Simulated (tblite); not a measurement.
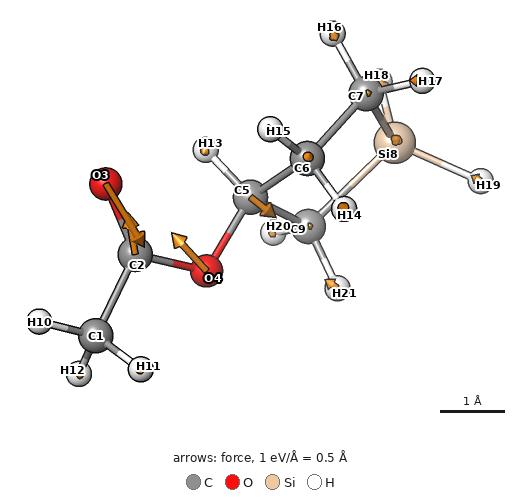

Starting geometry of C$_{6}$H$_{12}$O$_{2}$Si with the computed forces as orange arrows. A ball-and-stick model, seen from a free direction.

These are results of tblite, GFN2-xTB geometry optimisation, gas phase, not measurements. 

Question: Is this structure relaxed? If not, where do the atoms go?

Answer: It isn't relaxed: the largest force vector, on O3, is 2.51 eV/Å. The final displacements follow the starting forces only in part (cosine between the two patterns 0.36). The largest move after the best rigid fit is that of H14, 0.083 Å. Largest moves by element: H 0.083 Å, O 0.072 Å, C 0.042 Å, Si 0.014 Å. Some distances before and after: Si8–H18 1.497 → 1.464 Å, C2–O3 1.234 → 1.203 Å, C2–O4 1.360 → 1.333 Å, Si8–H19 1.486 → 1.465 Å. Bond angles that change, for instance: H18–Si8–H19 114.4° → 110.9°, C5–C9–H21 111.3° → 108.0°, H14–C6–H15 105.2° → 108.3°. Over 51 geometry steps the energy falls by 3.64 kcal/mol. Cost: 0.69 s on 1 thread of Arm Neoverse N1, on a shared host.
